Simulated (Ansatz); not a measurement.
# KTaSe3 (model cell, started as cubic perovskite with Ta in the octahedra): a soft mode frozen in, part 2 of 3

Aim: this structure of KTaSe3 (model cell, started as cubic perovskite with Ta in the octahedra) is to be tested for unstable modes, and one is followed downhill.

Ansatz 0.2.0; DFT LDA, scalar-relativistic, plane waves, PAW.

So far, highest frequency on the path or at a solved wavevector (cm⁻¹): step 2 (phonons on a q mesh) 304. Also lowest frequency on the path (cm⁻¹): step 2 -50.9.

The structure was built from a prototype and need not be the compound's stable phase.

## (5) Energy along the mode, all amplitudes (two of the runs are shown above)

An imaginary frequency means negative curvature, so the energy should fall and then rise again as anharmonic terms take over.

This step gave:

- depth at the lowest point sampled: 0.069 meV/atom
- largest atomic shift at that point: 0.08 Å

The energy from the parent by largest atomic shift:

```
largest atomic shift (Å)  energy from the parent (meV/atom)
                   0.000                                  0
                   0.040                             -0.023
                   0.080                             -0.069
                   0.140                             -0.026
                   0.220                              0.975
                   0.320                               6.52
```

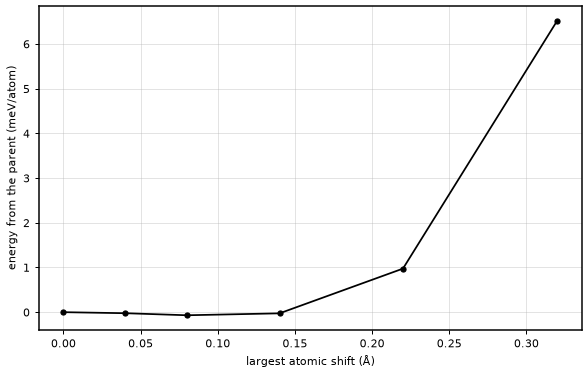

Energy from the parent against largest atomic shift.

Displacement at unit largest shift by atom:

```
atom  x (Å)  y (Å)  z (Å)  size
  K1   0.00   0.00   0.00  0.00
  K2   0.00   0.00   0.00  0.00
 Ta3  -1.00   0.00   0.00  1.00
 Ta4   1.00   0.00   0.00  1.00
 Se5   0.00   0.00   0.00  0.00
 Se6   0.00   0.00   0.00  0.00
 Se7   0.00   0.00   0.00  0.00
 Se8   0.00   0.00   0.00  0.00
 Se9  -0.49   0.00   0.00  0.49
Se10   0.49   0.00   0.00  0.49
```

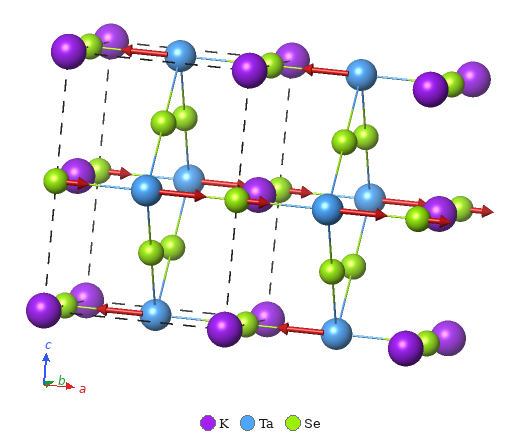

Displacement at unit largest shift as arrows, the longest 1 Å. 2×1×1 cells are drawn. Some periodic images of atoms are drawn too.

The lowest of the steps tried is at 0.08 Å, 0.069 meV/atom below the parent; the bottom of the well need not coincide with a step.

## (6) Relaxation from the frozen mode

Starting from the lowest point found, all atoms and the cell are let go, so that strain and other modes of the same symmetry can join in.

input.yaml reads:

```yaml
crystal:
  lattice:
    - [-4.9979636076, 0.0, 0.0]
    - [0.0, -4.9979636076, -4.9979636076]
    - [0.0, -4.9979636076, 4.9979636076]
  atoms:
    - { symbol: K, position: [0.0, 1.0, 0.0] }
    - { symbol: K, position: [0.0, 0.5, 0.5] }
    - { symbol: Ta, position: [0.5160065191, 0.0, 0.5] }
    - { symbol: Ta, position: [0.4839934809, 0.5, 0.0] }
    - { symbol: Se, position: [0.5, 0.75, 0.75] }
    - { symbol: Se, position: [0.5, 0.25, 0.25] }
    - { symbol: Se, position: [0.5, 0.25, 0.75] }
    - { symbol: Se, position: [0.5, 0.75, 0.25] }
    - { symbol: Se, position: [0.0078184874, 0.0, 0.5] }
    - { symbol: Se, position: [-0.0078184874, 0.5, 0.0] }
kpoints:
  mp_grid: { grid: [6, 4, 4] }
hamiltonian:
  xc: lda
scf:
  occupations: { method: methfessel_paxton, width: 0.15 }
output:
  forces: true
  stress: true
  eigenvalues: true
relax:
  adjacent_minimum: "off"
  f_tol: 0.002
  max_steps: 120
  cell: { stress_tol: 0.03 }
```

On the command line:

```bash
ansatz run input.yaml --threads 8 --pin off --max-ram 14336MiB --backend cpu --events-out ev --progress --plain --runs-dir out
```

Numbers of over 12 decimals in the logs are rounded to 6 here.

The program printed:

```text
[...]
Crystal: 10 atoms, lattice volume = 249.695 Å³
Basis set: ecut = 420 eV, 4933 PW (Γ)
Bands: 84, of which v1, the nominal top of the filled ones, is band 70 counted from 1 (69 counted from 0)
Symmetry: 16 space group operations
[...]
k-points: 24 of 96
[...]
SCF iter   1: F=—  HF=-54665.083434 eV  |F-HF|=—  |Δ(HF+E_count)|=         —  Δρ=5.37e-3  dr2=6.52e-2  ethr=1.77e-3  ⟨swp⟩=6.2  Hψ=7042  notcnv=0
[...]
SCF iter   6: F=-54665.073710 eV  HF=-54665.073710 eV  |F-HF|=6.00e-8  |Δ(HF+E_count)|=   9.60e-7  S|Δr|=    0.00e0  Δρ=4.97e-6  dr2=8.10e-8  ethr=7.14e-11  ⟨swp⟩=8.2  Hψ=10937  notcnv=0
SCF 1 converged in 6 iterations: F = -54665.073710 eV  dr2 = 8.10e-8
[...]
relax step   1: F+E_penalty+E_count = -54665.07370985 eV  Δ(F+E_penalty+E_count) = +0.000e0 eV  max|allowed force component| = 3.089e-2 eV/Å  Δτ_max = 0.0000 Å  P = +0.035 GPa  Ω = 249.695 Å³  (6 SCF iters, dr2 threshold 1.00e-7 eV, accepted)
Crystal: 10 atoms, lattice volume = 249.813 Å³
[...]
SCF iter   5: F=-54665.073781 eV  HF=-54665.073781 eV  |F-HF|=9.93e-9  |Δ(HF+E_count)|=   4.47e-8  S|Δr|=    0.00e0  Δρ=2.38e-6  dr2=1.60e-8  ethr=4.26e-11  ⟨swp⟩=5.1  Hψ=7483  notcnv=0
SCF 2 converged in 5 iterations: F = -54665.073781 eV  dr2 = 1.60e-8
relax step   2: F+E_penalty+E_count = -54665.07378125 eV  Δ(F+E_penalty+E_count) = -7.140e-5 eV  max|allowed force component| = 4.390e-2 eV/Å  Δτ_max = 0.0082 Å  P = -0.019 GPa  Ω = 249.813 Å³  energy of the carried Pulay correction = -1.853e-5 eV  (5 SCF iters, dr2 threshold 5.97e-8 eV, accepted)
Crystal: 10 atoms, lattice volume = 249.787 Å³
[...]
SCF iter   4: F=-54665.073885 eV  HF=-54665.073885 eV  |F-HF|=1.75e-9  |Δ(HF+E_count)|=   4.13e-7  S|Δr|=    0.00e0  Δρ=3.92e-6  dr2=1.89e-8  ethr=8.60e-11  ⟨swp⟩=3.1  Hψ=8382  notcnv=0
SCF 3 converged in 4 iterations: F = -54665.073885 eV  dr2 = 1.89e-8
relax step   3: F+E_penalty+E_count = -54665.07388485 eV  Δ(F+E_penalty+E_count) = -1.036e-4 eV  max|allowed force component| = 1.244e-2 eV/Å  Δτ_max = 0.0035 Å  P = -0.003 GPa  Ω = 249.787 Å³  energy of the carried Pulay correction = -1.447e-5 eV  (4 SCF iters, dr2 threshold 1.20e-7 eV, accepted)
[... from here on, the SCF cycles and remarks between the steps are left out ...]
relax step   4: F+E_penalty+E_count = -54665.07389960 eV  Δ(F+E_penalty+E_count) = -1.475e-5 eV  max|allowed force component| = 1.089e-2 eV/Å  Δτ_max = 0.0005 Å  P = -0.001 GPa  Ω = 249.784 Å³  energy of the carried Pulay correction = -1.399e-5 eV  (4 SCF iters, dr2 threshold 9.68e-9 eV, accepted)
relax step   5: F+E_penalty+E_count = -54665.07394878 eV  Δ(F+E_penalty+E_count) = -4.918e-5 eV  max|allowed force component| = 8.212e-3 eV/Å  Δτ_max = 0.0035 Å  P = +0.003 GPa  Ω = 249.777 Å³  energy of the carried Pulay correction = -1.285e-5 eV  (5 SCF iters, dr2 threshold 7.41e-9 eV, accepted)
relax step   6: F+E_penalty+E_count = -54665.07403622 eV  Δ(F+E_penalty+E_count) = -8.744e-5 eV  max|allowed force component| = 6.143e-3 eV/Å  Δτ_max = 0.0084 Å  P = +0.009 GPa  Ω = 249.765 Å³  energy of the carried Pulay correction = -1.095e-5 eV  (6 SCF iters, dr2 threshold 4.21e-9 eV, accepted)
relax step   7: F+E_penalty+E_count = -54665.07434365 eV  Δ(F+E_penalty+E_count) = -3.074e-4 eV  max|allowed force component| = 3.505e-3 eV/Å  Δτ_max = 0.0241 Å  P = +0.009 GPa  Ω = 249.754 Å³  energy of the carried Pulay correction = -9.230e-6 eV  (7 SCF iters, dr2 threshold 6.75e-9 eV, accepted)
relax step   8: F+E_penalty+E_count = -54665.07438603 eV  Δ(F+E_penalty+E_count) = -4.237e-5 eV  max|allowed force component| = 2.318e-3 eV/Å  Δτ_max = 0.0083 Å  P = +0.001 GPa  Ω = 249.778 Å³  energy of the carried Pulay correction = -1.295e-5 eV  (6 SCF iters, dr2 threshold 7.68e-10 eV, accepted)
relax step   9: F+E_penalty+E_count = -54665.07438160 eV  Δ(F+E_penalty+E_count) = +4.425e-6 eV  max|allowed force component| = 1.451e-2 eV/Å  Δτ_max = 0.0064 Å  P = +0.007 GPa  Ω = 249.772 Å³  energy of the carried Pulay correction = -1.203e-5 eV  (6 SCF iters, dr2 threshold 3.36e-10 eV, rejected (line search))
relax step  10: F+E_penalty+E_count = -54665.07439457 eV  Δ(F+E_penalty+E_count) = -8.539e-6 eV  max|allowed force component| = 1.040e-3 eV/Å  Δτ_max = 0.0032 Å  P = +0.000 GPa  Ω = 249.779 Å³  energy of the carried Pulay correction = -1.325e-5 eV  (7 SCF iters, accepted)
relax step  11: F+E_penalty+E_count = -54665.07439855 eV  Δ(F+E_penalty+E_count) = -3.986e-6 eV  max|allowed force component| = 7.242e-4 eV/Å  Δτ_max = 0.0038 Å  P = +0.001 GPa  Ω = 249.774 Å³  energy of the carried Pulay correction = -1.235e-5 eV  (7 SCF iters, accepted)
[...]
SCF iter   4: F=-54665.074426 eV  HF=-54665.074426 eV  |F-HF|=4.37e-11  |Δ(HF+E_count)|=   1.27e-9  S|Δr|=    0.00e0  Δρ=1.02e-7  dr2=2.73e-11  ethr=1.00e-12  ⟨swp⟩=3.2  Hψ=9086  notcnv=0
SCF 12 converged in 4 iterations: F = -54665.074426 eV  dr2 = 2.73e-11
relax step  12: F+E_penalty+E_count = -54665.07442626 eV  Δ(F+E_penalty+E_count) = -2.771e-5 eV  max|allowed force component| = 7.192e-4 eV/Å  Δτ_max = 0.0000 Å  P = +0.002 GPa  Ω = 249.774 Å³  stress off target by 1.88e-3 GPa  SCF on the basis re-selected at this cell (its energy is not comparable with the rows above)  (4 SCF iters)
basis re-selected at this cell: Δ(F+E_penalty+E_count) = -2.771e-5 eV, ΔP = +0.000 GPa vs the last step (what re-selecting the basis moved, of the pressure what is left beyond the Pulay correction that the steps carried, after the strain that the cell walked since its last selection, with what the two solves' SCF thresholds leave and, on support functions, any second-order correction that the steps lacked; it is no m [...]
SCF converged after 4 iterations
[...]
Free energy (F): -54665.074426 eV
[...]
Internal energy: -54665.080398 eV  (E = F + TS)
E sigma→0 (E₀):  -54665.075919 eV
Entropy (-TS):   0.005972 eV (0.597 meV/atom)
Fermi energy:    8.564417 eV
[...]
--- Forces (eV/Å), atoms counted from 1 ---
  atom   1  K      0.00000000     0.00000000    -0.00000000
  atom   2  K     -0.00000000    -0.00000000     0.00000000
  atom   3  Ta    -0.00028293    -0.00000000     0.00000000
  atom   4  Ta     0.00028293     0.00000000    -0.00000000
  atom   5  Se     0.00000000     0.00000000     0.00000000
  atom   6  Se    -0.00000000     0.00000000    -0.00000000
  atom   7  Se    -0.00000000     0.00000000    -0.00000000
  atom   8  Se    -0.00000000     0.00000000    -0.00000000
  atom   9  Se     0.00071919     0.00000000    -0.00000000
  atom  10  Se    -0.00071919    -0.00000000     0.00000000
  max |Σ_I F_I| component: 5.42e-19 eV/Å
--- Stress (GPa, compression-positive) ---
        0.000884       0.000000      -0.000000
        0.000000       0.001878      -0.000000
       -0.000000      -0.000000       0.001878
  P = ⅓ Tr σ = 0.0015 GPa (0.015 kbar)
--- Band table (eV; the first three rows and the last of 24) ---
  k-point 0: bands = [... 66 lower, 7.6699, 7.7265, 7.7265, 7.9952, 7.9952, 8.0373, 8.7400, 9.9960, ... 10 higher]
  k-point 1: bands = [... 66 lower, 7.1794, 7.2038, 7.5436, 8.3632, 8.5731, 8.6726, 8.6889, 10.1943, ... 10 higher]
  k-point 2: bands = [... 66 lower, 6.7488, 6.7488, 7.7472, 7.7472, 9.4918, 9.4918, 9.5434, 9.5434, ... 10 higher]
  k-point 23: bands = [... 66 lower, 6.4468, 6.4468, 8.7019, 8.7019, 10.4522, 10.4522, 10.4694, 10.4694, ... 10 higher]
--- Relaxed structure (11 steps of the walk, 10 accepted, 1 SCFs on fresh bases) ---
  F+E_penalty+E_count = -54665.07442626 eV   max|allowed force component| = 7.192e-4 eV/Å   (the final SCF, on the basis selected at the relaxed cell)
  cell:  # Å, volume = 249.7737 Å³
    - [-5.010782, 0, 0]
    - [0, -4.992356, -4.992356]
    - [0, -4.992356, 4.992356]
  atoms:
    - { symbol: K, position: [1.2636101721758486e-19, 1.0, 0.0] }
    - { symbol: K, position: [1.263610172175849e-19, 0.5, 0.5] }
    - { symbol: Ta, position: [0.527168, 0.0, 0.5] }
    - { symbol: Ta, position: [0.472832, 0.5, 0.0] }
    - { symbol: Se, position: [0.5, 0.750000, 0.750000] }
    - { symbol: Se, position: [0.5, 0.25, 0.25] }
    - { symbol: Se, position: [0.5, 0.250000, 0.75] }
    - { symbol: Se, position: [0.5, 0.75, 0.250000] }
    - { symbol: Se, position: [0.013835, 0.0, 0.5] }
    - { symbol: Se, position: [-0.013835, 0.5, 0.0] }
```

It took 74 s on 8 threads of Intel Xeon Platinum 8375C at 2.90GHz (Ice Lake), shared host; peak memory 1.4 GiB; 8.6 min of CPU time.

Relaxation path:

```
step  energy less that of the first step (eV)  largest force component (eV/Å)  pressure (GPa)  volume (Å³)
   1                                   0.0000                          0.0309            0.03       249.69
   2                                  -0.0001                          0.0439           -0.02       249.81
   3                                  -0.0002                          0.0124            0.00       249.79
   4                                  -0.0002                          0.0109            0.00       249.78
   5                                  -0.0002                          0.0082            0.00       249.78
   6                                  -0.0003                          0.0061            0.01       249.76
   7                                  -0.0006                          0.0035            0.01       249.75
   8                                  -0.0007                          0.0023            0.00       249.78
   9                                  -0.0007                          0.0145            0.01       249.77
  10                                  -0.0007                          0.0010            0.00       249.78
  11                                  -0.0007                          0.0007            0.00       249.77
 12*                                  -0.0007                          0.0007            0.00       249.77
```

Relaxation steps marked * repeat the geometry before them on a plane-wave basis chosen anew for their cell, so energy and pressure can jump there. Relaxation step 9 was tried and not accepted.

Forces are held to the 16 operations that the run works with; a distortion that breaks them can't arise in this run.

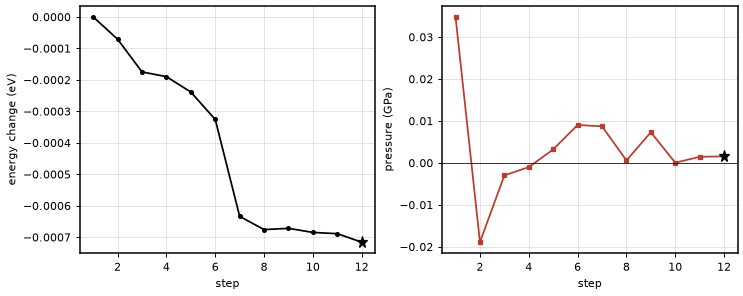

Energy and pressure along the relaxation. Stars mark steps on a basis chosen anew.

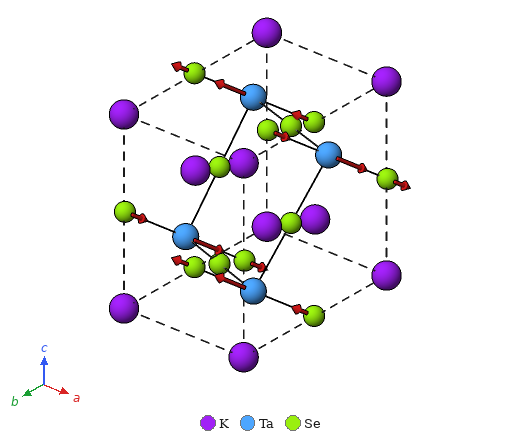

Displacements in the relaxation, exaggerated, measured against the changing cell; the longest in the cell stands for 0.06 Å. Some periodic images of atoms are drawn too.

```
     cell as run  before  after  change
           a (Å)   4.998  5.011  +0.3 %
           b (Å)   7.068  7.060  -0.1 %
           c (Å)   7.068  7.060  -0.1 %
volume (Å³/atom)   24.97  24.98  +0.0 %
```

The atoms that moved most (Å, as changes of fractional coordinates times the final cell):

```
atom      dx     dy     dz  length
 Ta4   0.056  0.000  0.000   0.056
 Ta3  -0.056  0.000  0.000   0.056
Se10   0.030  0.000  0.000   0.030
 Se9  -0.030  0.000  0.000   0.030
```

Numbers from this step:

```yaml
pressure: 0.001546 GPa
volume_per_atom: 24.98 Å³
```

The distorted start has space group P4/nmm; the relaxation ends in P4/nmm.

(Continued in part 3 of 3.)

[Logs are printed without paths, hosts, clocks, repeated set-up lines and the standing remarks that a program may print on its own settings, such as how far it seeks lower states.]

[Hosts, paths, dates, database ids (printed as entryN), source tags and the programs' standing remarks are cut or masked in the printed files.]
